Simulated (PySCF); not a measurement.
**Single-point calculation of SiHCl3**

SiHCl3, multiplicity 3, SMILES Cl[SiH](Cl)Cl, computed with B3LYP/6-31G*, UKS (PySCF 2.14.0).

The geometry is that of the parent species in another charge or spin state. The geometry comes from this level: PBE0-D4/def2-TZVP.

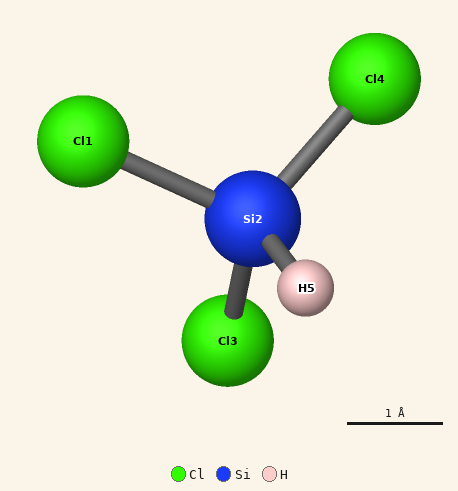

*The structure as given in the input (ball-and-stick view, seen at an oblique angle; atoms are numbered from 1 in the order of the input).*

Results in brief

| quantity | value |
| --- | --- |
| outcome | converged |
| total energy | −1670.533339 hartree |
| basis functions | 74 |
| ⟨S²⟩ | 2.005 |
| dipole moment | 1.45 D |
| hardware | 1 thread of Arm Neoverse V1, 24 GiB of memory available, shared host |
| wall time | 59 s |
| peak memory | 0.41 GiB |

The input (calc.py)
```python
from pyscf import gto, dft

system = gto.Mole()
system.atom = [
    ('Cl', (1.690930, -0.571430, 0.891880)),
    ('Si', (-0.081300, -0.012690, 0.075440)),
    ('Cl', (0.017700, 1.933700, -0.491290)),
    ('Cl', (-0.476020, -1.170520, -1.544190)),
    ('H', (-1.151310, -0.179060, 1.068150)),
]
system.max_memory = 1860
system.basis = '6-31g*'
system.spin = 2
system.verbose = 3
system.build()

myscf = dft.UKS(system)
myscf.xc = 'b3lyp'
myscf.grids.level = 5
myscf.conv_tol = 1e-10
myscf.kernel()
if not myscf.converged:
    myscf = myscf.newton().run(myscf.mo_coeff, myscf.mo_occ)

e_tot = myscf.e_tot
print(f'total energy: {e_tot:.8f} hartree')
```

Command:
```bash
OMP_NUM_THREADS=1 python calc.py
```

The program's output
```
WARN: HOMO -0.0306175740129153 >= LUMO -0.353445899808852

WARN: HOMO -0.0752721968559549 >= LUMO -0.290368449248118

WARN: HOMO -0.0613317537714611 >= LUMO -0.308989351781688

WARN: HOMO -0.0657794205827957 >= LUMO -0.301353080858416

WARN: HOMO -0.0655688061773267 >= LUMO -0.295802051442608

WARN: HOMO -0.0646358211265725 >= LUMO -0.295053736775793

WARN: HOMO -0.0646696646406186 >= LUMO -0.295198452199873

WARN: HOMO -0.0649680130842305 >= LUMO -0.295550149273225

WARN: HOMO -0.0647854532405352 >= LUMO -0.295559153283765

WARN: HOMO -0.0648200457158674 >= LUMO -0.295680902123116

WARN: HOMO -0.0648038674295841 >= LUMO -0.295698080558473

WARN: HOMO -0.0648019899042616 >= LUMO -0.295699891279375

WARN: HOMO -0.064801858761198 >= LUMO -0.295699884127493

WARN: HOMO -0.0648013081754262 >= LUMO -0.295698336929657

WARN: HOMO -0.0648025854412326 >= LUMO -0.295700219609775

WARN: HOMO -0.0648026578408667 >= LUMO -0.295701606854701

WARN: HOMO -0.0648016379456291 >= LUMO -0.295700076938369

WARN: HOMO -0.064801787731706 >= LUMO -0.295700032810055

WARN: HOMO -0.0648018434156237 >= LUMO -0.295700138768928

WARN: HOMO -0.064801674861926 >= LUMO -0.295700087804454

WARN: HOMO -0.0648017189947299 >= LUMO -0.295700116187825

WARN: HOMO -0.0648039635006252 >= LUMO -0.295699460443301

WARN: HOMO -0.0648071233377974 >= LUMO -0.295698018677448

WARN: HOMO -0.0648064600160743 >= LUMO -0.295698749023163

WARN: HOMO -0.0648193685381928 >= LUMO -0.295693710969491

WARN: HOMO -0.0648092831307472 >= LUMO -0.295702583691994

WARN: HOMO -0.0648124669938184 >= LUMO -0.295701241989029

WARN: HOMO -0.0648115943132705 >= LUMO -0.295702265497191

WARN: HOMO -0.0648116296693775 >= LUMO -0.295702218669001

WARN: HOMO -0.0648128344360328 >= LUMO -0.295701392314099

converged SCF energy = -1670.53333882245  <S^2> = 2.0053701  2S+1 = 3.003578
total energy: -1670.53333882 hartree
```
